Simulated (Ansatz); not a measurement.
```xyz
4
charge 0, multiplicity 1
Cl   -1.6296   -0.5407    0.1229
B    -0.1604    0.0810   -0.1014
I     1.5483   -0.7809    0.7852
H    -0.0216    1.0454   -0.7783
```

Geometry: moved along internal coordinates away from the minimum.

Describe the molecule in this file.

Formula BClHI. SMILES: `ClBI`. Among its groups: B–H bond. All atoms lie on one plane. Coordination: 1 B trigonal planar.

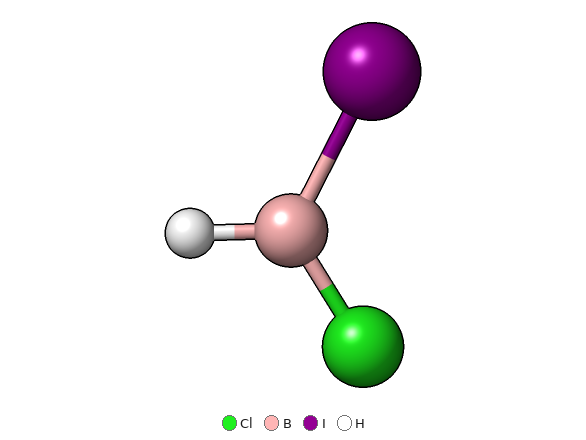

(Drawn from a calculation with Ansatz.)
